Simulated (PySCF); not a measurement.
C₄H₇BSi (SMILES BC1=C[SiH2]C=C1)

```tsv
atom	x (Å)	y (Å)	z (Å)
B	2.3391	0.1668	0.0667
C	0.8013	0.0425	0.0224
C	0.1340	-1.1390	-0.0234
Si	-1.7344	-0.8677	-0.0693
C	-1.4118	0.9858	-0.0179
C	-0.0945	1.2118	0.0245
H	2.8546	1.2174	0.1008
H	2.9974	-0.8008	0.0666
H	0.6631	-2.0783	-0.0301
H	-2.4162	-1.3904	1.1156
H	-2.3484	-1.3346	-1.3131
H	-2.1325	1.7875	-0.0195
H	0.3440	2.1998	0.0591
```

Geometry: GFN2-xTB.

Method: PBE0/pcSseg-1, SCF density, gas phase, non-relativistic (PySCF).

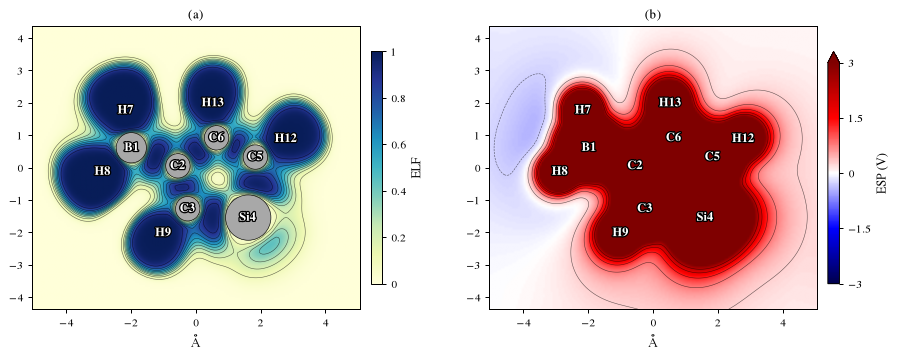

Figure 1. (a) electron localisation function; (b) electrostatic potential on the plane of atoms C5, C6 and H13. Grey discs cover the atomic cores in the ELF map.

> Read the bonding off the picture.

- Atoms in the plane: B, C, Si and H.
- C–C (1.34 Å): the ELF peaks at about 0.95 between the atoms: a short, multiple covalent bond.
- C–B (1.54 Å): the ELF peaks at about 1 between the atoms: a covalent bond.
- C–Si (1.88 Å): the ELF peaks at about 0.95 between the atoms: a covalent bond.
- C–H (1.08 Å): the ELF climbs to about 1 towards the hydrogen, as it does in any bond to H (an ordinary covalent bond to hydrogen).
- C–C (1.47 Å): the ELF peaks at about 0.95 between the atoms; a covalent bond.
- Outside the dense part of the molecule the potential is most negative (−0.4 V) near H8.

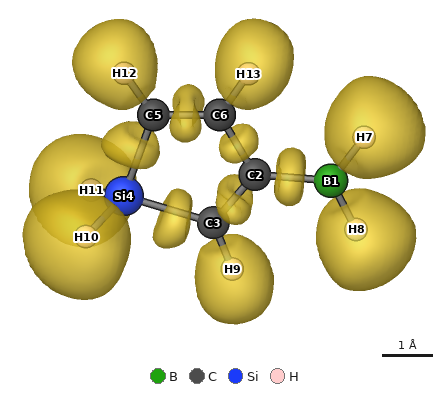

Figure 2. Isosurface of the electron localisation function at 0.8 (yellow), seen at a tilt. Only the valence region is drawn (cores and ρ < 0.01 e/Å³ removed).

> Identify the bonds, lone pairs and shells in this picture.

At this value the surface marks out one region between bonded B–C atoms (shared pairs), three regions between bonded C–C atoms (shared pairs), two regions between bonded C–Si atoms (shared pairs) and seven regions around hydrogen nuclei.

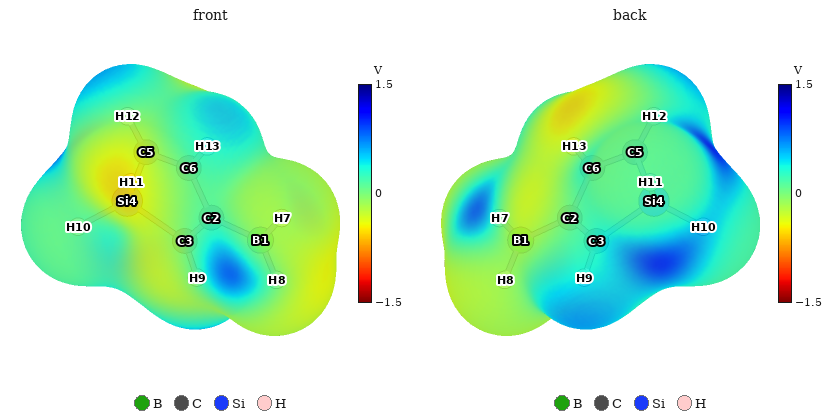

Figure 3. The electrostatic potential painted on the density surface at 0.001 e/bohr³, seen from the front and from behind; the colour scale runs from red (negative) to blue (positive).

> Where is the surface potential most negative and most positive?

The most negative region (about −0.5 V) lies over the π face of C5 and C6, the most positive (about +1.0 V) over Si4.
